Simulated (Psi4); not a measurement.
Interaction energy of CH2O2 ··· H4OSi (SMILES O=CO and O[SiH3]). Monomers: optimised at B3LYP-D3(BJ) (def2-TZVP), held rigid. Orientation: a random orientation, not optimised. Only R, the distance of the centres of mass, is varied, so the lowest point isn't the relaxed dimer.

Geometry at R = 4.38 Å (first 5 atoms: monomer A):
```
11

O      0.8116    -0.5388     0.0136
C     -0.4226    -0.0075    -0.0032
O     -0.6693     1.1634    -0.0206
H      1.4495     0.1945     0.0087
H     -1.1692    -0.8117     0.0016
Si    -0.5373     4.5179    -1.4513
O     -0.5463     3.4179    -2.6845
H     -0.6369     3.8556    -0.1269
H     -1.6611     5.4802    -1.5686
H      0.7489     5.2334    -1.5587
H     -1.3105     2.8460    -2.7854
```

Computed with SAPT0/jun-cc-pVDZ, frozen core run with Psi4.

Components in kcal/mol:

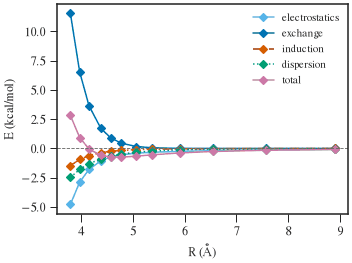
Figure. Components of the interaction energy.

```json
[
 {"R / Å": "3.79", "electrostatics": "-4.79", "exchange": "11.55", "induction": "-1.47", "dispersion": "-2.47", "total": "2.82"},
 {"R / Å": "3.97", "electrostatics": "-2.88", "exchange": "6.53", "induction": "-0.93", "dispersion": "-1.78", "total": "0.93"},
 {"R / Å": "4.15", "electrostatics": "-1.79", "exchange": "3.65", "induction": "-0.61", "dispersion": "-1.30", "total": "-0.05"},
 {"R / Å": "4.38", "electrostatics": "-1.05", "exchange": "1.71", "induction": "-0.36", "dispersion": "-0.89", "total": "-0.59"},
 {"R / Å": "4.57", "electrostatics": "-0.73", "exchange": "0.90", "induction": "-0.24", "dispersion": "-0.66", "total": "-0.73"},
 {"R / Å": "4.77", "electrostatics": "-0.54", "exchange": "0.46", "induction": "-0.17", "dispersion": "-0.49", "total": "-0.74"},
 {"R / Å": "5.06", "electrostatics": "-0.40", "exchange": "0.17", "induction": "-0.10", "dispersion": "-0.32", "total": "-0.66"},
 {"R / Å": "5.37", "electrostatics": "-0.32", "exchange": "0.06", "induction": "-0.06", "dispersion": "-0.21", "total": "-0.54"},
 {"R / Å": "5.91", "electrostatics": "-0.25", "exchange": "0.01", "induction": "-0.03", "dispersion": "-0.11", "total": "-0.38"},
 {"R / Å": "6.55", "electrostatics": "-0.19", "exchange": "0.00", "induction": "-0.01", "dispersion": "-0.05", "total": "-0.26"},
 {"R / Å": "7.57", "electrostatics": "-0.13", "exchange": "0.00", "induction": "0.00", "dispersion": "-0.02", "total": "-0.15"},
 {"R / Å": "8.90", "electrostatics": "-0.08", "exchange": "0.00", "induction": "0.00", "dispersion": "-0.01", "total": "-0.09"}
]
```
